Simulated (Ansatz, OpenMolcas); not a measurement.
## C3H6 (cyclopropane): a line through the functionals

C3H6: 9 atoms, total charge 0, spin state singlet. SMILES: `C1CC1`. Geometry: relaxed at PBE0-D4/def2-TZVP.

The HOMO–LUMO gap y, in eV, basis def2-SVPD; a is the functional's share of exact exchange. Programs: Ansatz 0.2.0, OpenMolcas 26.06.

```
functional     program     a  y (eV)
       PBE      Ansatz     0    7.52
      TPSS  OpenMolcas     0    7.74
     B3LYP      Ansatz   0.2       ?
   r2SCAN0      Ansatz  0.25   10.32
      PBE0      Ansatz  0.25    9.54
     BHLYP      Ansatz   0.5   11.18
```

Task: Fit y = c + s·a to the known rows and predict B3LYP.

Result: 
1. Means of the 5 rows: a = 0.2000, y = 9.260.
2. Σ(Δa)² = 0.175, Σ(Δa·Δy) = 1.295, so the slope is 1.295/0.175 = 7.4.
3. Intercept: 9.260 − (7.4) × 0.2000 = 7.780. The largest residual of the fit is 0.69.
4. B3LYP: 7.780 + (7.4) × 0.2 = 9.26 eV.

The run gave 8.97 eV, so the prediction is off by +0.29 eV, within the scatter of the fit. Exact exchange lowers occupied levels and raises empty ones. The rows mix families of semi-local functionals, which the line can't see.

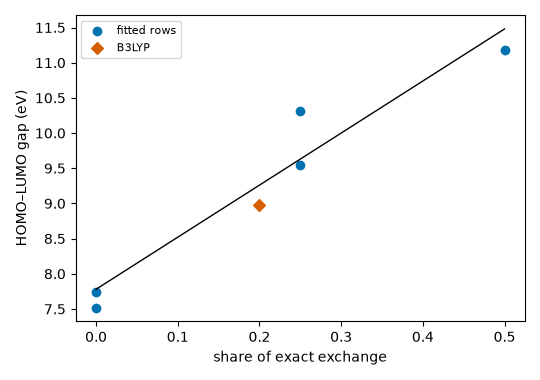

The fitted line, with the withheld row.
